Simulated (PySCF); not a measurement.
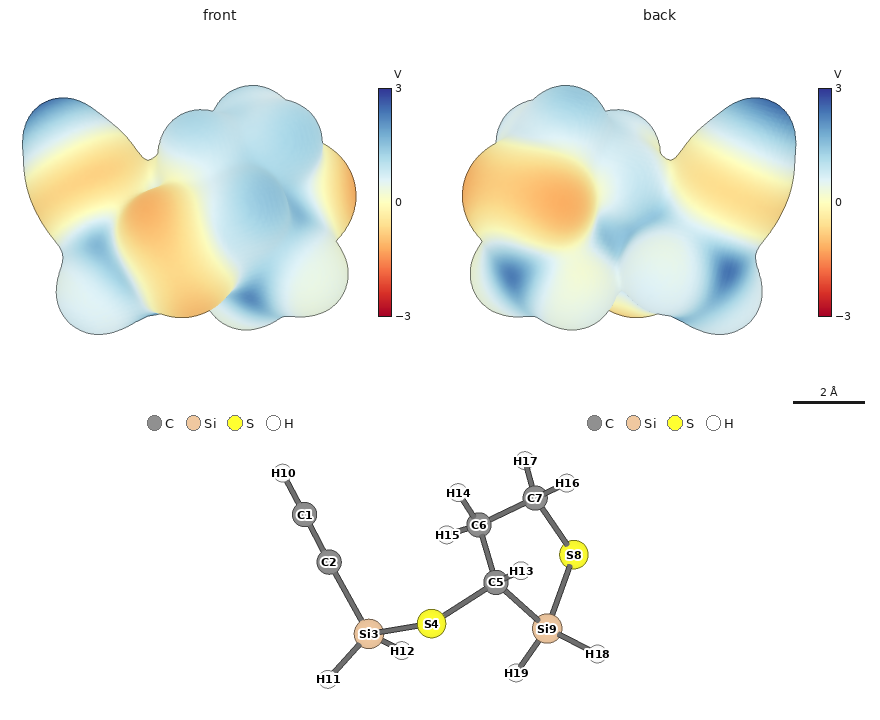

The picture shows: C5H10S2Si2. The electrostatic potential painted on the density surface at 0.004 e/bohr³, seen from the front and from behind; the colour scale runs from red (negative) to blue (positive). The bare structure is drawn below in the same view.

Geometry: GFN2-xTB.

Theory: PySCF 2.14.0, PBE0/pcSseg-1, SCF density, gas phase, non-relativistic.

```xyz
19

C     3.0276    2.0321   -0.0918
C     2.7499    0.8622   -0.1339
Si    2.2671   -0.9202   -0.2410
S     0.6127   -1.1503   -1.6021
C    -0.8734   -0.5770   -0.6995
C    -0.7204    0.8006   -0.0717
C    -1.9645    1.1080    0.7407
S    -2.2938   -0.2563    1.9269
Si   -1.5115   -1.7776    0.6432
H     3.2807    3.0529   -0.0479
H     3.3105   -1.7044   -0.8797
H     1.8620   -1.3829    1.0833
H    -1.6201   -0.5219   -1.4976
H    -0.5747    1.5673   -0.8371
H     0.1508    0.8164    0.5886
H    -2.8443    1.2053    0.1045
H    -1.8503    2.0123    1.3348
H    -2.5517   -2.6498    0.1149
H    -0.4664   -2.5075    1.3453
```

**Which sites attract a positive test charge, and which a negative one?**

A positive charge is drawn to the negative regions and a negative charge to the positive ones. The most negative region (about −1.1 V, or −25 kcal/mol for a unit charge) lies over S8, the most positive (about +2.3 V, or +53 kcal/mol for a unit charge) over Si3 and H10.
